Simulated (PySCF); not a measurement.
# One shape, several levels: C5H10O2 (isovaleric acid)

Wanted: a comparison of 6 runs (B3LYP/6-31G*, BHLYP/6-31G*, M06-2X/6-31G*, M06-L/6-31G*, TPSS/6-31G*, wB97X/6-31G*) of C5H10O2 (isovaleric acid). Input form: a Python script.

The results are computed with PySCF 2.14.0.

### Step 1. Starting point

C5H10O2: 17 atoms, total charge 0, spin state singlet. As SMILES, `CC(C)CC(=O)O`. Geometry: relaxed at PBE0-D4/def2-TZVP. This is one conformer, not always the lowest.

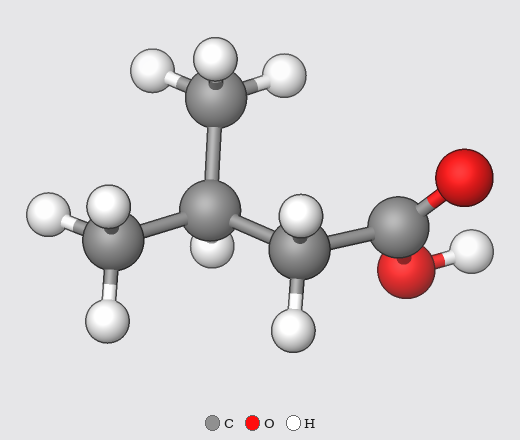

The structure, seen from a chosen angle (carbon grey, oxygen red, hydrogen white).

### Step 2. The energy at B3LYP/6-31G(d) (spherical functions) (run 1)

Contents of input.py:

```python
from pyscf import gto, dft

mol = gto.Mole()
mol.atom = '''
C   -0.129510  -1.584240  -1.207240
C    0.267210  -0.511870  -0.204740
C    1.205350   0.507650  -0.833160
C   -0.987490   0.161940   0.358900
C   -0.690550   1.195720   1.403390
O   -0.963110   2.363600   1.337770
O   -0.056820   0.667260   2.468760
H   -0.778860  -2.337150  -0.753310
H    0.752260  -2.094500  -1.601980
H   -0.665870  -1.145620  -2.054450
H    0.787420  -0.992880   0.630470
H    1.523410   1.266940  -0.114480
H    0.716600   1.023940  -1.665030
H    2.102620   0.020750  -1.222130
H   -1.546440   0.657370  -0.437100
H   -1.634650  -0.596700   0.810720
H    0.098450   1.397770   3.083600
'''
mol.max_memory = 1860
mol.spin = 0
mol.charge = 0
mol.basis = '6-31g*'
mol.verbose = 3
mol.build()

calc0 = dft.RKS(mol, xc='b3lyp')
calc0.conv_tol = 1e-10
calc0.grids.level = 5
calc0.kernel()
if not calc0.converged:
    calc0 = calc0.newton().run(calc0.mo_coeff, calc0.mo_occ)

e_final = calc0.e_tot
print(f'total energy: {e_final:.8f} hartree')
```

Run with:

```bash
$ OMP_NUM_THREADS=1 python input.py
```

What it wrote:

```text
converged SCF energy = -347.016162939002
total energy: -347.01616294 hartree
```

Wall time 49 s (1 thread of Intel Xeon at 2.70GHz, shared host); peak memory 0.68 GiB.

### Step 3. The energy at BHLYP/6-31G(d) (spherical functions) (run 2)

Contents of run.py:

```python
from pyscf import gto, dft

mol = gto.M(
    atom='''
C     -0.244738    -2.993780    -2.281353
C      0.504954    -0.967294    -0.386903
C      2.277781     0.959319    -1.574444
C     -1.866086     0.306022     0.678223
C     -1.304950     2.259583     2.652023
O     -1.820014     4.466557     2.528019
O     -0.107374     1.260939     4.665280
H     -1.471832    -4.416573    -1.423550
H      1.421565    -3.958031    -3.027303
H     -1.258312    -2.164908    -3.882348
H      1.488008    -1.876271     1.191416
H      2.878828     2.394170    -0.216336
H      1.354178     1.934966    -3.146451
H      3.973376     0.039212    -2.309491
H     -2.922348     1.242249    -0.825999
H     -3.089041    -1.127600     1.532039
H      0.186044     2.641402     5.827159
''',
    unit='bohr',
    verbose=3,
    basis='6-31g*',
    max_memory=1860,
)

ks = dft.RKS(mol, xc='bhandhlyp')
ks.conv_tol = 1e-10
ks.grids.level = 5
ks.kernel()
if not ks.converged:
    ks = ks.newton().run(ks.mo_coeff, ks.mo_occ)

energy = ks.e_tot
print('E(%s) = %.9f' % ('BHLYP', energy))
```

Run with:

```bash
$ OMP_NUM_THREADS=1 python run.py
```

What it wrote:

```text
converged SCF energy = -346.81515093981
E(BHLYP) = -346.815150940
```

It took 51 s on 1 thread of Intel Xeon at 2.70GHz, shared host; peak memory 0.68 GiB.

Runs 3 to 5 aren't shown in full; the table further down has their settings and results.

### Step 4. The energy at wB97X/6-31G(d) (spherical functions) (run 6)

Contents of job.py:

```python
from pyscf import gto, dft

mol = gto.M(
    atom='''
C       -0.129510      -1.584240      -1.207240
C        0.267210      -0.511870      -0.204740
C        1.205350       0.507650      -0.833160
C       -0.987490       0.161940       0.358900
C       -0.690550       1.195720       1.403390
O       -0.963110       2.363600       1.337770
O       -0.056820       0.667260       2.468760
H       -0.778860      -2.337150      -0.753310
H        0.752260      -2.094500      -1.601980
H       -0.665870      -1.145620      -2.054450
H        0.787420      -0.992880       0.630470
H        1.523410       1.266940      -0.114480
H        0.716600       1.023940      -1.665030
H        2.102620       0.020750      -1.222130
H       -1.546440       0.657370      -0.437100
H       -1.634650      -0.596700       0.810720
H        0.098450       1.397770       3.083600
''',
    basis='6-31g*',
    verbose=4,
    max_memory=1860,
)

mf = dft.RKS(mol)
mf.xc = 'wb97x'
mf.grids.level = 5
mf.conv_tol = 1e-10
mf.kernel()
if not mf.converged:
    mf = mf.newton().run(mf.mo_coeff, mf.mo_occ)

energy = mf.e_tot
print('E(%s) = %.9f' % ('WB97X', energy))
```

Run with:

```bash
$ OMP_NUM_THREADS=1 python job.py
```

What it wrote:

```text
PySCF version 2.14.0

[... 88 lines left out ...]
converged SCF energy = -346.934688447175
E(WB97X) = -346.934688447
```

Wall time 88 s (1 thread of Intel Xeon at 2.70GHz, shared host); peak memory 0.68 GiB.

### Step 5. The series

| run | level | energy (Eh) | dipole moment (D) | HOMO energy (eV) | LUMO energy (eV) | wall time |
| --- | --- | --- | --- | --- | --- | --- |
| 1 | B3LYP/6-31G* (spherical functions) | -347.016163 | 1.73 | -7.29 | 0.40 | 49 s |
| 2 | BHLYP/6-31G* (spherical functions) | -346.815151 | 1.83 | -9.27 | 1.90 | 51 s |
| 3 | M06-2X/6-31G* (spherical functions) | -346.859436 | 1.73 | -9.28 | 1.68 | 93 s |
| 4 | M06-L/6-31G* (spherical functions) | -346.972288 | 1.72 | -6.30 | -0.25 | 90 s |
| 5 | TPSS/6-31G* (spherical functions) | -347.062990 | 1.69 | -5.97 | -0.33 | 90 s |
| 6 | wB97X/6-31G* (spherical functions) | -346.934688 | 1.75 | -10.10 | 3.00 | 88 s |

### Step 6. Results

| quantity | value |
| --- | --- |
| run 6: total energy | -346.93469 Eh |
| run 6: dipole moment | 1.75 D |
| run 6: HOMO energy | -10.10 eV |
| run 6: LUMO energy | 3.00 eV |
| run 6: HOMO–LUMO gap | 13.10 eV |

What this shows: The dipole moment (its size) runs from 1.69 D (TPSS/6-31G*) to 1.83 D (BHLYP/6-31G*). The HOMO–LUMO gap runs from 5.64 eV (TPSS/6-31G*) to 13.10 eV (wB97X/6-31G*). Totals of different functionals can't be ranked against each other. All runs together took 7.7 min, the longest 93 s.
